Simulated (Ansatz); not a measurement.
**C3H9BClNSi: density, localisation and related maps**

The calculation's input:

```
crystal:
  periodic: [false, false, false]
  atoms:
    - {symbol: B, position_ang: [-1.385876, -0.487622, 1.186089]}
    - {symbol: N, position_ang: [-0.362489, -0.680694, 0.246608]}
    - {symbol: C, position_ang: [1.009259, -0.287076, 0.556711]}
    - {symbol: C, position_ang: [1.320004, 1.157539, 0.321971]}
    - {symbol: C, position_ang: [0.471240, 2.089244, -0.080107]}
    - {symbol: Si, position_ang: [-0.686850, -1.429421, -1.285449]}
    - {symbol: Cl, position_ang: [-0.601230, -0.096407, -2.846718]}
    - {symbol: H, position_ang: [-1.112203, -0.044435, 2.264335]}
    - {symbol: H, position_ang: [-2.507962, -0.783123, 0.894381]}
    - {symbol: H, position_ang: [1.709412, -0.898335, -0.027654]}
    - {symbol: H, position_ang: [1.213281, -0.524091, 1.606959]}
    - {symbol: H, position_ang: [2.354488, 1.426265, 0.524735]}
    - {symbol: H, position_ang: [-0.565507, 1.864150, -0.300751]}
    - {symbol: H, position_ang: [0.792388, 3.115173, -0.211783]}
    - {symbol: H, position_ang: [-2.040648, -2.011288, -1.254190]}
    - {symbol: H, position_ang: [0.369892, -2.432579, -1.550937]}
basis:
  gaussian: {orbitals: def2-TZVPP}
hamiltonian: {xc: pbe0, dispersion: d4}
output: {orbitals: {seedname: orbitals}}
```

Command:

```sh
ansatz run in.yaml --threads 8 --pin off --events-out ev --progress --plain --max-ram 18278MiB
```

Geometry: PBE0-D4/def2-TZVP.

Method: RKS PBE0-D4/def2-TZVPP (Ansatz 0.2.0).

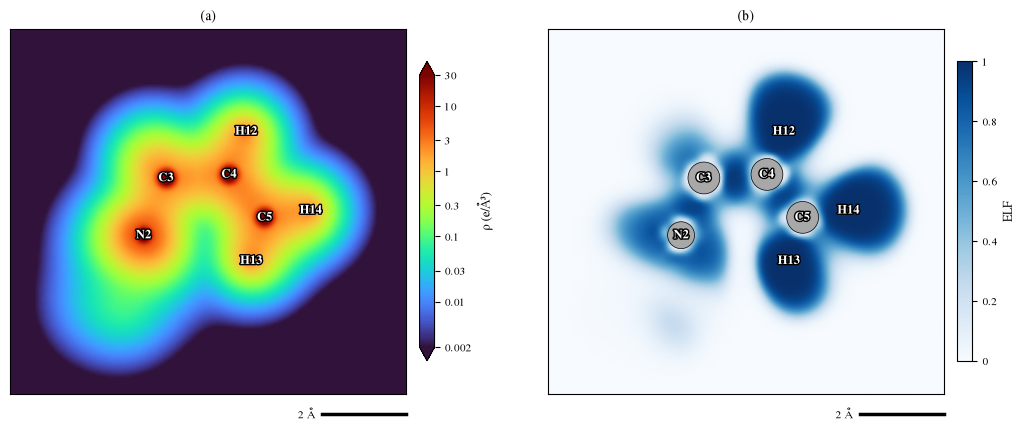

Figure 1. (a) total electron density; (b) ELF on the plane of atoms C3, C4 and C5. Grey discs cover the atomic cores in the ELF map.

Q: Interpret the plot.

A: The plane passes through N, C and H nuclei. C–C (1.32 Å): the density is about 2.4 e/Å³ at the midpoint; the ELF peaks at about 0.90 between the atoms (a short, multiple covalent bond). C–N (1.46 Å): ρ at the midpoint is about 1.9 e/Å³; the ELF peaks at about 0.90 between the atoms: a covalent bond. C–H (1.08 Å): the density is about 2.1 e/Å³ at the midpoint; the ELF climbs to about 1 towards the hydrogen, as it does in any bond to H (an ordinary covalent bond to hydrogen). C–C (1.50 Å): ρ at the midpoint is about 1.8 e/Å³; the ELF peaks at about 0.95 between the atoms; a shared electron pair. The ELF also peaks beside N2, away from the bonds: lone-pair regions.

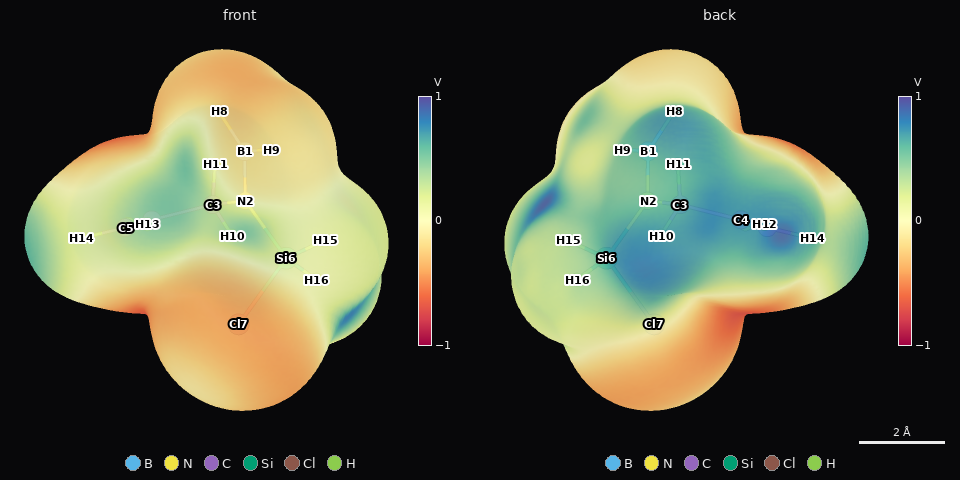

Figure 2. The molecular electrostatic potential painted on the density surface at 0.001 e/bohr³, seen from the front and from behind; red is negative and blue positive.

Q: Which sites attract a positive test charge, and which a negative one?

A: A positive charge is drawn to the negative regions and a negative charge to the positive ones. The most negative region (about −0.6 V, or −14 kcal/mol for a unit charge) lies over C4, C5 and Cl7, the most positive (about +0.8 V, or +18 kcal/mol for a unit charge) over Si6, H10 and H12.

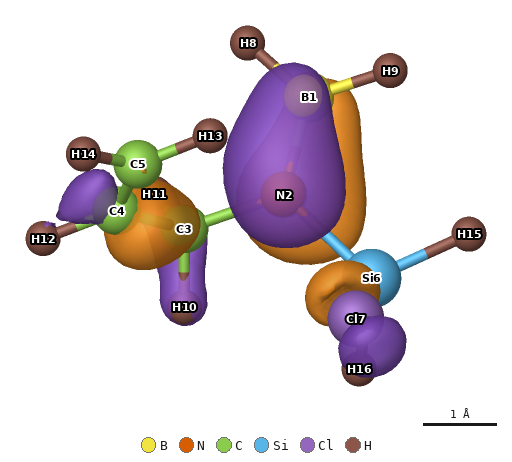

Figure 3. The HOMO−1 at ±0.15 Å⁻³ᐟ² (orange and purple are the two phases), seen at a tilt.

Q: Describe this orbital and give its energy.

A: By Hirshfeld shares it lies mainly on N2 (about 45 %), B1 (about 15 %), C3 (about 10 %), Cl7 (about 10 %) and C4 (about 10 %). Its energy is −8.51 eV.

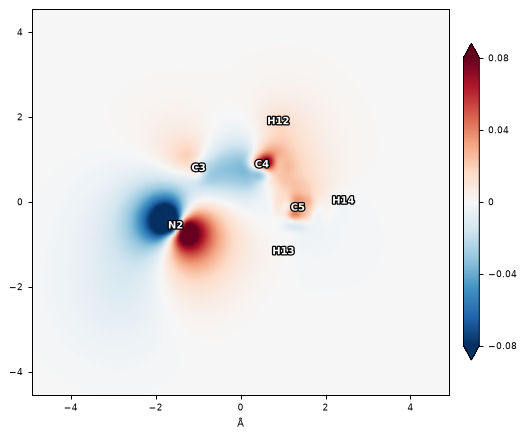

Figure 4. The HOMO on the plane of atoms C3, C4 and C5 (values in Å⁻³ᐟ²; the overall sign is arbitrary).

Q: Where does this orbital lie, and at what energy?

A: It lies mainly on C5 (about 40 %), C4 (about 35 %) and C3 (about 5 %); π-bonding across C5–C4. Its energy is −7.63 eV.
